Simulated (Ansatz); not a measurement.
# YNbN2: a closer look at a trial structure

This session takes a relaxed cell of YNbN2 and sets out to compute bands, density of states and charges.

Computed with Ansatz 0.2.0 (DFT PBE, scalar-relativistic, plane waves, PAW, unless a step's input says otherwise).

3 further runs of the same task are left out: 1 for a known fault of the program, 1 that didn't finish, 1 set aside as unsound or not needed. Runs told in other sessions of the task aren't counted.

**1. Starting point**

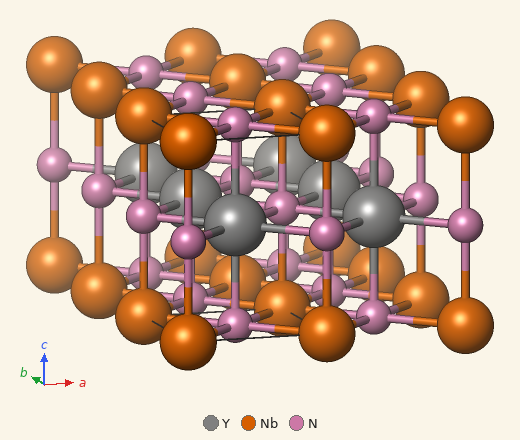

The starting structure, seen slightly off an axis (yttrium grey, niobium orange, nitrogen pink). 2×3×1 cells are drawn. Atoms on the faces are drawn again on the opposite ones.

Structure file:

```
CELL_PARAMETERS angstrom
3.28998 0.00000 0.00000
0.00000 3.28998 0.00000
0.00000 0.00000 4.60989
ATOMIC_POSITIONS crystal
Y 0.50000 0.50000 0.50000
Nb 0.00000 0.00000 0.00000
N 0.00000 0.00000 0.50000
N 0.50000 0.50000 0.00000
```

It is the end of an earlier relaxation with the same method, from a database cell with other species swapped in; it needn't be the stable form of this composition. At a tolerance of 0.05 Å it has space group P4/mmm (No. 123); it has 12.47 Å³/atom, an uncorrected energy of -1.22 eV/atom over the elements.

**2. Bands, states and charges**

input.yaml reads:

```yaml
crystal:
  lattice:
    - [3.2899799087, 0.0, 0.0]
    - [0.0, 3.2899799087, 0.0]
    - [0.0, 0.0, 4.6098895214]
  atoms:
    - { symbol: "Y", position: [0.5, 0.5, 0.5] }
    - { symbol: Nb, position: [0.0, 0.0, 0.0] }
    - { symbol: "N", position: [0.0, 0.0, 0.5] }
    - { symbol: "N", position: [0.5, 0.5, 0.0] }
basis:
  ecutwfc: 420
kpoints:
  mp_grid: { grid: [14, 14, 10] }
  band_path:
    path:
      - [[0.0, 0.0, 0.0], [0.0, 0.5, 0.0], [0.5, 0.5, 0.0], [0.0, 0.0, 0.0], [0.0, 0.0, 0.5], [0.0, 0.5, 0.5], [0.5, 0.5, 0.5], [0.0, 0.0, 0.5]]
      - [[0.0, 0.5, 0.0], [0.0, 0.5, 0.5]]
      - [[0.5, 0.5, 0.0], [0.5, 0.5, 0.5]]
    npoints: 14
hamiltonian:
  xc: pbe
scf:
  occupations: { method: gaussian, width: 0.1 }
  n_extra_bands: 10
output:
  forces: true
  stress: true
  eigenvalues: true
  populations: true
  dos: { projected: true, de: 0.02, nscf_kmesh: { grid: [17, 17, 12] } }
  bader: true
  write_density: true
  write_potential: true
  elf: true
  volumetric_format: npy
```

The run is started by

```
$ ansatz run input.yaml --threads 1 --pin off --max-ram 2560MiB --backend cpu --events-out ev --progress --plain --runs-dir out
```

Standard output:

```text
Warning: RAYON_NUM_THREADS=1 ignored (pool sized by the plan → 1); use --threads N
scf.n_extra_bands = 10 over 17 filled bands (N_el = 34.0): the run solves 27 bands
Engine: ansatz 0.2.0, x86_64-unknown-linux-gnu
Pseudopotentials: kind: paw
Pseudopotential: Y, paw, valence charge 11, recommended cutoff 420 eV (normal), Y.paw.azcp
Pseudopotential: Nb, paw, valence charge 13, recommended cutoff 420 eV (normal), Nb.paw.azcp
Pseudopotential: N, paw, valence charge 5, recommended cutoff 420 eV (normal), N.paw.azcp
Functional definition: PBE
  parameter kappa = 0.804
  parameter beta = 0.06672455060314922
  exchange = pbe_x(kappa = kappa, mu = beta*pi^2/3)
  correlation = pbe_c(beta = beta)
Crystal: 4 atoms, lattice volume = 49.897 Å³
Basis set: ecut = 420 eV, 999 PW (Γ), exchange–correlation on 48×48×64 points (8 copies of the dense FFT grid, shifted against one another)
Bands: 27, of which v1, the nominal top of the filled ones, is band 17 counted from 1 (16 counted from 0)
Symmetry: 16 space group operations
Space group: P4/mmm (ITA 123), of the structure as read, at distance tolerance 3.7e-5 Å
k-points: 216 of 1960
Non-local potential: Y, projectors of the file, l = 0: 3, l = 1: 2, l = 2: 2, l = 3: 1
Non-local potential: Nb, projectors of the file, l = 0: 3, l = 1: 2, l = 2: 2, l = 3: 1
Non-local potential: N, projectors of the file, l = 0: 2, l = 1: 2, l = 2: 1
PAW form: soft (Blöchl's): semilocal exchange-correlation on the pseudo side does not see the compensation charge
PAW one-centre angular grid: Y, 590 points (default); XC on 64 Gauss nodes
PAW one-centre angular grid: Nb, 590 points (default); XC on 64 Gauss nodes
PAW one-centre angular grid: N, 110 points (default); XC on 64 Gauss nodes
Initial density: superposition of atomic densities (neutral atoms: chi_scale 0, normalization atom), corrected by the library's trained network
Initial wavefunctions: pseudopotential atomic-orbital guess
Functional: x = pbe(κ = 0.804, μ = 0.2195149727645171), c = pbe(β = 0.06672455060314922)
SCF iter   1: F=—  HF=-9173.862717 eV  |F-HF|=—  |Δ(HF+E_count)|=         —  Δρ=4.74e-3  dr2=9.46e-3  ethr=1.77e-3  ⟨swp⟩=5.0  Hψ=25741  notcnv=0  defer=243
preconditioner: auto → Kerker (q_TF=auto, 2.559 Å⁻¹)  [metal: Δε(μ)=0.010 eV  Ē_g=14.619 eV  σ=0.100 eV  W_gap=0.05  n_scr=14 (ndim 8)  ℏωp=25.8 eV  f_vac=0.000  D(μ)=1.73/eV (n_scr^D=14)]
SCF iter   2: F=—  HF=-9173.860794 eV  |F-HF|=—  |Δ(HF+E_count)|=   1.92e-3  Δρ=2.49e-3  dr2=2.64e-3  ethr=2.78e-5  ⟨swp⟩=1.0  Hψ=7569  notcnv=0  defer=291
SCF iter   3: F=—  HF=-9173.860334 eV  |F-HF|=—  |Δ(HF+E_count)|=   4.59e-4  Δρ=4.30e-4  dr2=1.12e-4  ethr=7.77e-6  ⟨swp⟩=2.1  Hψ=6078  notcnv=0  defer=291
SCF iter   4: F=—  HF=-9173.860316 eV  |F-HF|=—  |Δ(HF+E_count)|=   1.85e-5  Δρ=9.21e-5  dr2=5.24e-6  ethr=3.31e-7  ⟨swp⟩=2.1  Hψ=6148  notcnv=0  defer=291
SCF iter   5: F=—  HF=-9173.860254 eV  |F-HF|=—  |Δ(HF+E_count)|=   6.23e-5  Δρ=2.15e-5  dr2=3.70e-7  ethr=1.54e-8  ⟨swp⟩=2.0  Hψ=7554  notcnv=0  defer=291
SCF iter   6: F=-9173.860254 eV  HF=-9173.860254 eV  |F-HF|=1.53e-8  |Δ(HF+E_count)|=   3.08e-8  Δρ=4.58e-6  dr2=2.13e-8  ethr=2.94e-10  ⟨swp⟩=11.1  Hψ=32232  notcnv=0
SCF 1 converged in 6 iterations: F = -9173.860254 eV  dr2 = 2.13e-8
NSCF: frozen V_eff on 129 k-points
NSCF: frozen V_eff on 315 k-points
SCF converged after 6 iterations
Free energy (F): -9173.860254 eV
Harris-Foulkes:  -9173.860254 eV  (|F-HF|=1.53e-8)
Internal energy: -9173.851545 eV  (E = F + TS)
E sigma→0 (E₀):  -9173.855899 eV
Entropy (-TS):   -0.008709 eV (-2.177 meV/atom)
Fermi energy:    16.367583 eV
--- Per-component energies (eV) ---
  E_band       = -77.727269
  E_kinetic    = 963.594369
  E_local      = -1373.555821  (includes V_loc(G=0)·N_el)
  E_nonlocal   = 258.917926
  E_hartree    = 419.770094
  E_xc         = -472.095163
  E_vxc        = -568.995537  (∫ρ·V_xc dr)
  E_paw        = -6152.084502  (= ΣΔE_a)
  E_vpaw       = -197.227893  (= ΣTr[D̂ρ^β])
  E_aug_tail   = 0.000196  (compensation charges beyond the density's cutoff)
  E_ewald      = -2818.398643
  E_smearing   = -0.008709  (= −TS)
  E_closure    = 0.000000  (closes the sum)
  Σ components = -9173.860254   (vs F -9173.860254, Δ=0.00e0)
--- Forces (eV/Å), atoms counted from 1 ---
  atom   1  Y      0.00000000     0.00000000     0.00000000
  atom   2  Nb    -0.00000000     0.00000000     0.00000000
  atom   3  N      0.00000000     0.00000000     0.00000000
  atom   4  N      0.00000000     0.00000000     0.00000000
  max |Σ_I F_I| component: 3.47e-29 eV/Å
--- Stress (GPa, compression-positive) ---
        0.020744       0.000000       0.000000
        0.000000       0.020744       0.000000
        0.000000       0.000000       0.002734
  P = ⅓ Tr σ = 0.0147 GPa (0.147 kbar)
--- Band table (eV; the first three rows and the last of 216) ---
  k-point 0: bands = ["-39.9108", "-25.1481", "-15.9416", "-15.8595", "-15.8595", "-5.4893", "-5.0560", "-5.0560", "0.6004", "1.3830", "12.4791", "13.0594", "13.4601", "13.4601", "14.2768", "14.4440", "14.4440", "15.8164", "15.8164", "16.8838", "17.1233", "17.4729", "19.2728", "21.7923", "22.0119", "22.0119", "22.6658"]
  k-point 1: bands = ["-39.9108", "-25.1482", "-15.9417", "-15.8593", "-15.8593", "-5.5211", "-5.0563", "-5.0563", "0.6920", "1.4209", "12.2951", "13.0918", "13.4307", "13.4307", "13.8280", "14.3051", "14.3051", "16.0498", "16.0498", "16.8924", "17.0264", "17.7683", "19.5563", "21.7649", "21.9968", "21.9968", "22.6541"]
  k-point 2: bands = ["-39.9107", "-25.1485", "-15.9422", "-15.8590", "-15.8590", "-5.6016", "-5.0573", "-5.0573", "0.9366", "1.5218", "11.8367", "12.9413", "13.1823", "13.3537", "13.3537", "14.0546", "14.0546", "16.5635", "16.5635", "16.7760", "16.9153", "18.1596", "20.3888", "21.6935", "21.9324", "21.9324", "22.5832"]
  k-point 215: bands = ["-39.8695", "-24.9923", "-16.0945", "-16.0945", "-15.8972", "-5.7683", "-5.7683", "-5.5668", "1.8669", "1.9835", "11.1228", "11.5613", "11.5613", "11.8723", "12.6858", "12.6858", "16.8532", "16.8532", "18.5669", "18.8576", "19.1385", "19.1385", "20.2359", "23.5363", "24.1166", "25.2327", "26.5913"]
--- Löwdin populations: 4 sites ---
  site symbol       q [e]
     0      Y     10.4252
     1     Nb     12.1673
     2      N      5.6561
     3      N      5.6453
  spilling = 0.003121 (of n_electrons = 34.000000)
--- Bader charges: 4 sites ---
  site symbol  charge [e]  shift [e]
     0      Y      1.8199     0.0002
     1     Nb      1.6931     0.0015
     2      N     -1.7652     0.0007
     3      N     -1.7478     0.0011
  estimated error of the sums over rays = 8.1e-4 e
```

Wall time 2.1 min (1 thread of Intel Xeon at 2.50GHz (Skylake/Cascade Lake), shared host); peak memory 0.58 GiB.

Per atom:

```
atom  Löwdin electrons  Bader charge (e)  Bader volume (Å³)
  Y1             10.43             +1.82               11.7
 Nb2             12.17             +1.69               13.1
  N3              5.66             -1.77               12.6
  N4              5.65             -1.75               12.4
```

bands.tsv at the labelled points (eV, zero at the Fermi level; the bands nearest the Fermi level):

```
point  band 14  band 15  band 16  band 17  band 18  band 19  band 20  band 21
    Γ    -2.91    -2.09    -1.92    -1.92    -0.55    -0.55     0.52     0.76
    X    -4.21    -4.13    -3.96     0.29     0.91     1.24     2.49     3.19
    M    -3.05    -2.90    -2.29    -2.26    -2.26     1.82     2.19     2.39
    Γ    -2.91    -2.09    -1.92    -1.92    -0.55    -0.55     0.52     0.76
    Z    -3.21    -2.90    -2.70    -2.70    -0.25     0.61     1.44     1.44
    R    -5.49    -4.64    -4.62     1.39     1.48     1.81     4.79     5.03
    A    -4.50    -3.68    -3.68     0.49     0.49     2.20     2.49     2.77
    Z    -3.21    -2.90    -2.70    -2.70    -0.25     0.61     1.44     1.44
    X    -4.21    -4.13    -3.96     0.29     0.91     1.24     2.49     3.19
    R    -5.49    -4.64    -4.62     1.39     1.48     1.81     4.79     5.03
    M    -3.05    -2.90    -2.29    -2.26    -2.26     1.82     2.19     2.39
    A    -4.50    -3.68    -3.68     0.49     0.49     2.20     2.49     2.77
```

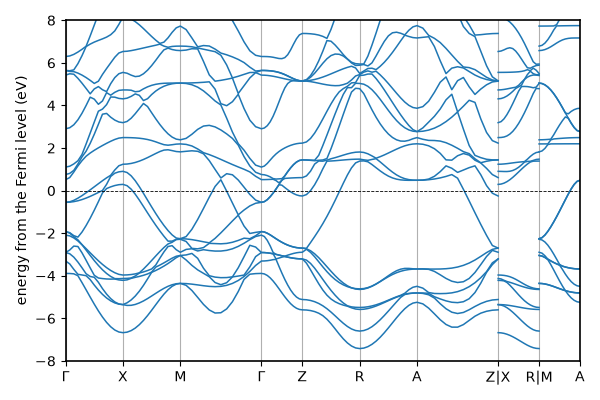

Bands along the path. Deeper bands lie below the window drawn.

Counts of states by energy window (eV from the Fermi level), total and by projection:

| from | to | total | Y 4d | Nb 4d | N 2p |
| --- | --- | --- | --- | --- | --- |
| -7 | -6 | 0.99 | 0.13 | 0.19 | 0.53 |
| -6 | -5 | 2.73 | 0.20 | 0.69 | 1.59 |
| -5 | -4 | 4.37 | 0.55 | 0.77 | 2.81 |
| -4 | -3 | 3.15 | 0.43 | 0.56 | 2.01 |
| -3 | -2 | 0.83 | 0.07 | 0.14 | 0.57 |
| -2 | -1 | 0.63 | 0.07 | 0.32 | 0.21 |
| -1 | 0 | 1.21 | 0.14 | 0.75 | 0.28 |
| 0 | 1 | 2.35 | 0.23 | 1.57 | 0.49 |
| 1 | 2 | 2.36 | 0.21 | 1.70 | 0.35 |
| 2 | 3 | 1.71 | 0.29 | 0.99 | 0.17 |
| 3 | 4 | 1.87 | 0.63 | 0.61 | 0.33 |
| 4 | 5 | 3.44 | 1.81 | 0.67 | 0.60 |
| 5 | 6 | 2.68 | 1.43 | 0.43 | 0.47 |

Below -7 eV lie 20 or so more states.

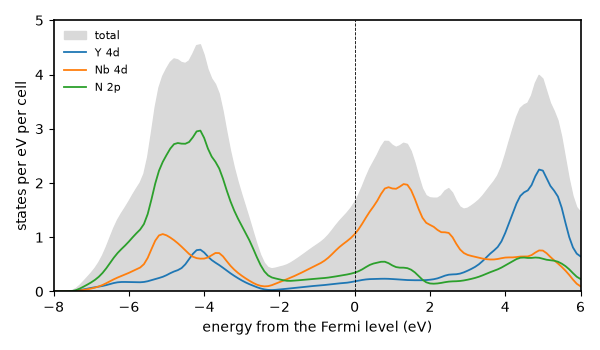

Total and projected density of states, smoothed over about 0.40 eV.

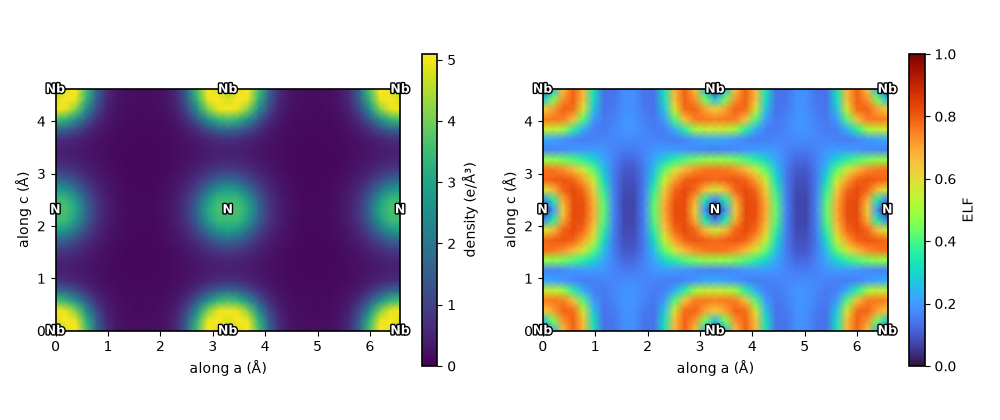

Density (left) and ELF (right) in a lattice plane of the grid's cell (edges 3.29 and 4.61 Å, at 0.000 of the third edge), which holds Nb and N. Only atoms in the plane are labelled. Both are smooth fields of the valence electrons: close to the nuclei they are not physical.

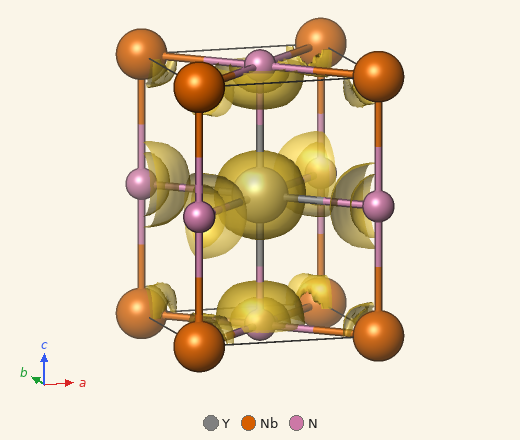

Surface of ELF = 0.77, drawn in one cell.

Outside the cores ELF peaks at 0.83 in the shell around N, 0.7 Å from N.

**3. What came out**

```
                 quantity                                  value
                      gap                           none (metal)
states at the Fermi level                   1.62 per eV per cell
            Bader charges  Y +1.82, Nb +1.69, N -1.77 to -1.75 e
```

In words: There is no gap at this level. Of the projected weight within 0.25 eV of the Fermi level, the largest part is Nb 4d (65 %) and N 2p (21 %). Bader charges reach 1.8 e, so charge transfer in this metal is strong.
